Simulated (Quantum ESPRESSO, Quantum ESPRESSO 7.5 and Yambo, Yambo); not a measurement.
# CdSe (F-43m): one start, several treatments of the self-energy

How much does the gap of CdSe (F-43m) depend on the approximation to the self-energy?

Main program and level: Quantum ESPRESSO 7.5 and Yambo 5.3.0; PBE and many-body steps on it, plane waves.

**Experimental background.**

- Gap 1.69 ± 0.02 eV: direct gap from (alpha E)^2 extrapolation; spectroscopic ellipsometry; 300 K; film (fully relaxed MBE film, 304 nm) on GaAs(100) (“Band gap bowing of binary alloys: Experimental results compared to theoretical tight-binding supercell calculations for CdZnSe”, 2010, arxiv:1007.2297).

### 1. The starting structure

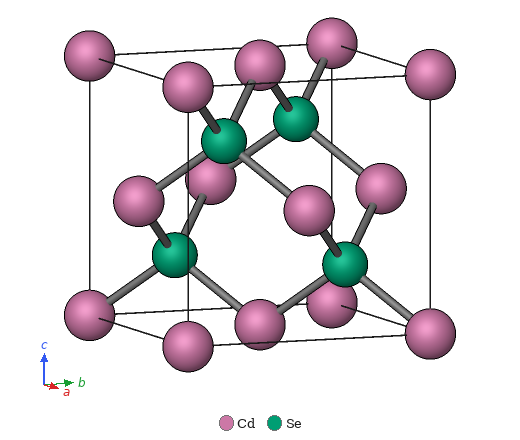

The starting structure, seen slightly off an axis (cadmium pink, selenium teal). This picture shows the conventional cell, with its axes. Bonds to atoms that aren't drawn are left out. Some periodic images of atoms are drawn too.

The lattice is a measured one from papers, the positions are the Materials Project's; both are kept fixed.

### 2. Empty states on the mesh, 4×4×4 mesh, 377 bands

This step: Quantum ESPRESSO 7.5; DFT, PBE, plane waves, norm-conserving pseudopotentials.

The sums over transitions need many empty states on a uniform mesh; this step solves for them.

Contents of pw.in:

```
&control
  calculation = 'nscf'
  prefix = 'x'
  outdir = 'o'
  pseudo_dir = 'pseudo'
/
&system
  ibrav = 0
  nat = 2
  ntyp = 2
  ecutwfc = 104.0
  nbnd = 377
  force_symmorphic = .true.
/
&electrons
  conv_thr = 1e-9
  electron_maxstep = 80
  diago_full_acc = .true.
  diago_thr_init = 5e-6
/
ATOMIC_SPECIES
  Cd 112.41 Cd.upf
  Se 78.971 Se.upf
CELL_PARAMETERS angstrom
  -0.0000000000 3.0250000000 3.0250000000
  3.0250000000 0.0000000000 3.0250000000
  3.0250000000 3.0250000000 -0.0000000000
ATOMIC_POSITIONS crystal
  Cd 0.0000000000 0.0000000000 0.0000000000
  Se 0.7500000000 0.7500000000 0.7500000000
K_POINTS automatic
  4 4 4 0 0 0
```

On the command line:

```
> OMP_NUM_THREADS=1 mpirun -n 4 pw.x -nk 4 -in pw.in > pw.out
```

The program printed:

```text
Program PWSCF v.7.5 starts

     This program is part of the open-source Quantum ESPRESSO suite
     for quantum simulation of materials; please cite
         "P. Giannozzi et al., J. Phys.:Condens. Matter 21 395502 (2009);
         "P. Giannozzi et al., J. Phys.:Condens. Matter 29 465901 (2017);
         "P. Giannozzi et al., J. Chem. Phys. 152 154105 (2020);
     in publications or presentations arising from this work. More details at

     Atomic positions and unit cell read from directory:
     o/x.save/

     Message from routine setup:
[...]
-198.7240-138.2021-138.2021-138.2021 -93.3810 -54.4433 -54.4431 -54.4431
[...]
59.1124  59.2374  60.0945  60.0945  61.0949  61.0949  61.8136  61.8683
     [... 36 further rows ...]
   195.0882 196.2263 196.2263 196.3015 196.3382 198.6511 198.6511 199.0444
   200.1688

          k = 0.3536 0.0000 0.0000 (  6715 PWs)   bands (ev):

     [... further k-points ...]

     highest occupied, lowest unoccupied level (ev):     8.3376    8.9804

     XML data file, pseudopotentials, collected wavefunctions

=------------------------------------------------------------------------------=
   JOB DONE.
=------------------------------------------------------------------------------=
```

The job ended after 50 s (4 MPI ranks of Intel Xeon 6975P-C (Granite Rapids), shared host; peak memory 1.1 GiB; 2.9 min of CPU time).

This step gave:

- gap: 0.6428 eV
- k of the valence top: 0, 0, 0
- k of the conduction bottom: 0, 0, 0
- least direct gap: 0.6428 eV
- k points computed: 8
- lowest point of the top converged band, above the valence top: 189.6279 eV

On this mesh the gap is 0.643 eV.

The density comes from a self-consistent run that is not shown.

### 3. Conversion and set-up

This step: Yambo 5.3.0; conversion and set-up on PBE, plane waves, norm-conserving pseudopotentials.

The states are converted to the many-body program's format and the q mesh is built.

On the command line:

```
> (cd o/x.save; p2y > p2y.log; mv SAVE ../..); yambo > setup.log
```

The program printed:

```text
 Yambo, version 5.3.0

 [02] CORE Variables Setup
 =========================

  [02.01] Unit cells
  ==================

  Cell kind             :  FCC
  Atoms in the cell     :  Cd  Se
  number of Cd atoms    :  1
  number of Se atoms    :  1

  List of atomic masses
  Mass of Cd    :  112.4100
  Mass of Se    :  78.97100

  List of atomic coordinates    : [cc]
  Cd1       :  0.000000  0.000000  0.000000  order 1
  Se1       :  8.574632  8.574632  8.574632  order 2

  Alat factors          :  5.716422  5.716422  5.716422 [a.u.]
  Direct lattice volume :  373.5964 [a.u.]
[...]
==========================================

 IBZ Q-points                                      :   8
 BZ  Q-points                                      :   64

 K/Q-points units:
 rlu = crystal or reduced units; cc = cartesian coordinates; iku = interal k-units

 Q [1]          [rlu]:  0.000000  0.000000  0.000000
 Q [2]          [rlu]: -0.89146E-17 -0.89146E-17  0.25000
 Q [3]          [rlu]:  0.17829E-16  0.17829E-16 -0.50000
[...]
Q [7]          [rlu]: -0.15517E-16 -0.50000     -0.50000
 Q [8]          [rlu]:  0.250000 -0.500000 -0.250000

  [03.01] X indexes
  =================

   [03.01.01] Sigma indexes
   ========================

 [06] Game Over & Game summary
```

It took 3.9 s on 1 MPI rank; peak memory 0.26 GiB.

### 4. G0W0, Godby-Needs plasmon pole

Now the one-shot GW correction: screening in the RPA, then the self-energy of the levels asked for.

This step: G0W0 on PBE, plane waves, norm-conserving pseudopotentials.

Contents of gw2.in:

```
HF_and_locXC
gw0
dyson
ppa
em1d
rim_cut
RandQpts= 1000000
RandGvec= 1 RL
EXXRLvcs= 104 Ry
VXCRLvcs= 416 Ry
Chimod= "HARTREE"
% BndsRnXp
 1 | 167 |
%
NGsBlkXp= 15.5 Ry
% LongDrXp
 1 | 1 | 1 |
%
% GbndRnge
 1 | 167 |
%
DysSolver= "n"
ExtendOut
PPAPntXp= 27.21138 eV
% QPkrange
 1 | 1 | 21 | 24 |
%
```

On the command line:

```
> OMP_NUM_THREADS=1 mpirun -n 4 yambo -F gw2.in -J gw2 -C gw2 > gw2.log
```

The program printed:

```text
 Yambo, version 5.3.0

 [02] CORE Variables Setup
 =========================

  [... cell, symmetries and grids as in the set-up ...]

  [02.05] Energies & Occupations
  ==============================

  [X] === General ===
  [X] Electronic Temperature                        :  0.000000  0.000000 [eV K]
  [X] Bosonic    Temperature                        :  0.000000  0.000000 [eV K]
  [X] Finite Temperature mode                       : no
  [X] El. density                                   :  0.79478E+24 [cm-3]
  [X] Fermi Level                                   :  8.337628 [eV]

  [X] === Gaps and Widths ===
  [X] Conduction Band Min                           :  0.642755 [eV]
  [X] Valence Band Max                              :  0.000000 [eV]
  [X] Filled Bands                                  :  22
  [X] Empty Bands                                   :    23   377
  [X] Direct Gap                                    :  0.642755 [eV]
  [X] Direct Gap localized at k                     :  1
  [X] Indirect Gap                                  :  0.642755 [eV]
  [X] Indirect Gap between kpts                     :  1  1
  [X] Last valence band width                       :  2.274404 [eV]
  [X] 1st conduction band width                     :  4.462916 [eV]

 [03] Transferred momenta grid and indexing
 ==========================================

 IBZ Q-points                                      :   8
 BZ  Q-points                                      :   64

 K/Q-points units:
 rlu = crystal or reduced units; cc = cartesian coordinates; iku = interal k-units

 Q [1]          [rlu]:  0.000000  0.000000  0.000000
 Q [2]          [rlu]: -0.89146E-17 -0.89146E-17  0.25000
 Q [3]          [rlu]:  0.17829E-16  0.17829E-16 -0.50000
 Q [4]          [rlu]:  0.77583E-17  0.25000      0.25000
 Q [5]          [rlu]:  0.88264E-17  0.25000      0.50000
 Q [6]          [rlu]:  0.17829E-16  0.25000     -0.25000
 Q [7]          [rlu]: -0.15517E-16 -0.50000     -0.50000
 Q [8]          [rlu]:  0.250000 -0.500000 -0.250000

 [04] Coloumb potential Random Integration (RIM)
 ===============================================

  [04.01] RIM initialization
  ==========================

  * Diagonal components only detected *

  8 x (sBL volume)        :  0.082994 [a.u.]
  sBZ random points       :  1000000
  Points outside the sBZ  :   7999624
  RL volume               :  0.663952 [a.u.]
  Integrated volume       :  0.663983 [a.u.]

  [04.02] RIM integrals
  =====================

  Gamma point sphere radius             :  0.079122 [a.u.]
  Points outside the sphere             :   799635
  [Int_sBZ(q=0) 1/q^2]*(Vol_sBZ)^(-1/3) =:  7.763403
                                 should be <:  7.795600

  Summary of Coulomb integrals for non-metallic bands |Q|[au] RIM/Bare

  Q [1] 0.100000E-4 0.995870 * Q [2] 0.237972 1.064105
  Q [4] 0.274787 1.063960 * Q [6] 0.388607 1.026025
  Q [5] 0.455682 1.019091 * Q [3] 0.475944 1.016476
  Q [7] 0.549573 1.013019 * Q [8] 0.614442 1.009952

 [05] Dipoles
 ============

  [05.01] Setup: observables and procedures
  =========================================

 [06] Dynamic Dielectric Matrix (PPA)
 ====================================

 [WR./gw2//ndb.pp]---------------------------------------------------------------
  Brillouin Zone Q/K grids (IBZ/BZ)                :    8   64    8   64
  RL vectors                                       :   7799 [WF]
  Coulomb cutoff potential                         : none
  Electronic Temperature                           :  0.000000 [K]
  Bosonic    Temperature                           :  0.000000 [K]
  PPA    diel. fun.  energies                      : Perdew, Burke & Ernzerhof(X)+Perdew, Burke & Ernzerhof(C)
  wavefunctions                                    : Perdew, Burke & Ernzerhof(X)+Perdew, Burke & Ernzerhof(C)
  Global Gauge                                     : length
  X matrix size                                    :   459
  X band range                                     :    1  167
  X e/h energy range                               : -1.000000 -1.000000 [eV]
  X Time ordering                                  : R
  X Hxc Kernel                                     : HARTREE
  X Drude frequency                                :  0.000000  0.000000
  X poles                                          :  100.0000 [o/o]
  RL vectors in the sum                            :   7799
  [r,Vnl] included                                 : yes
  Field direction                                  :  0.577350E-5  0.577350E-5  0.577350E-5
  BZ energy Double Grid                            : no
  BZ energy DbGd points                            : 0
  BZ Q point size factor                           : -1.000000
  X Optical Averaged directions                    : none

 [07] Local Exchange-Correlation + Non-Local Fock
 ================================================

 [VXC] Plane waves :   53497
 [EXS] Plane waves :   6855

 QP @ state[ 1 ] K range:  1  1
 QP @ state[ 1 ] b range:  21  24

 [xc] Functional : Perdew, Burke & Ernzerhof(X)+Perdew, Burke & Ernzerhof(C)
 [xc] LIBXC used to calculate xc functional
  PP Number of Atomic Species                      :  2
  NLCC RL compoments                               :   53497
  PP Number of Atomic Species                      :  2
  NLCC RL compoments                               :   53497

 [xc] E_xc :  -40.58500 [Ha]
      E_xc :  -81.17000 [Ry]

  Local XC kind (lXC) : Perdew, Burke & Ernzerhof(X)+Perdew, Burke & Ernzerhof(C)
  Non-Local XC kind (nlXC) : Hartree-Fock

  Corrections @ K [1] :  [eV]
 <21|nlXC|21> = -18.56249  0.63260E-17 <21|lXC|21> = -16.08531  0.000000
 <22|nlXC|22> = -18.56249 -0.13829E-16 <22|lXC|22> = -16.08531  0.000000
 <23|nlXC|23> = -8.137804  0.35671E-17 <23|lXC|23> = -11.74024  0.000000
 <24|nlXC|24> = -5.919469 -0.17642E-18 <24|lXC|24> = -10.49393  0.000000

 [08] Dyson equation: Newton solver
 ==================================

  [08.01] G0W0 (W PPA)
  ====================

  [  GW  ] Bands range     :    1  167
  [GW/PPA] G damping       :  0.100000 [eV]

  QP @ state[ 1 ] K range:  1  1
  QP @ state[ 1 ] b range:  21  24

   Sc/G bands                                       :    1  167
   Sc/G damping                                     :  0.100000 ev
   Sc bands terminator                              : no
   Sx RL components                                 :   6855

   QP @ state[ 1 ] K range                          :  1  1
   QP @ state[ 1 ] b range                          :  21  24
   GF energies kind                                 : Perdew, Burke & Ernzerhof(X)+Perdew, Burke & Ernzerhof(C)
   GF WF`s kind                                     : Perdew, Burke & Ernzerhof(X)+Perdew, Burke & Ernzerhof(C)
   Xs energies kind                                 : Perdew, Burke & Ernzerhof(X)+Perdew, Burke & Ernzerhof(C)
   Xs WF`s kind                                     : Perdew, Burke & Ernzerhof(X)+Perdew, Burke & Ernzerhof(C)

 [11] Game Over & Game summary
```

It took 7.9 min on 4 MPI ranks; peak memory 2.4 GiB; 27 min of CPU time.

Numbers from this step:

| Item | Value |
| --- | --- |
| G0W0 gap on the points computed | 1.306 eV |
| starting gap on the mesh | 0.6428 eV |
| k of the valence top | 0, 0, 0 |
| k of the conduction bottom | 0, 0, 0 |
| least direct G0W0 gap on the computed points | 1.306 eV |
| Z at the valence top | 0.7938 |
| Z at the conduction bottom | 0.8145 |

The gap on the mesh goes from 0.64 eV to 1.31 eV, a correction of +0.66 eV.

[end of part 1 of 2]

[Paths, hosts, dates, memory and timing lines, banners, echoed tables and standing remarks are left out of the program output.]

[Logs are printed without paths, hosts, clocks, repeated set-up lines and the standing remarks that a program may print on its own settings, such as how far it seeks lower states.]

[Runs of the session that timed out or met a known fault of the program may be left out.]

[Hosts, paths, dates, database ids (printed as entryN), source tags and the programs' standing remarks are cut or masked in the printed files.]
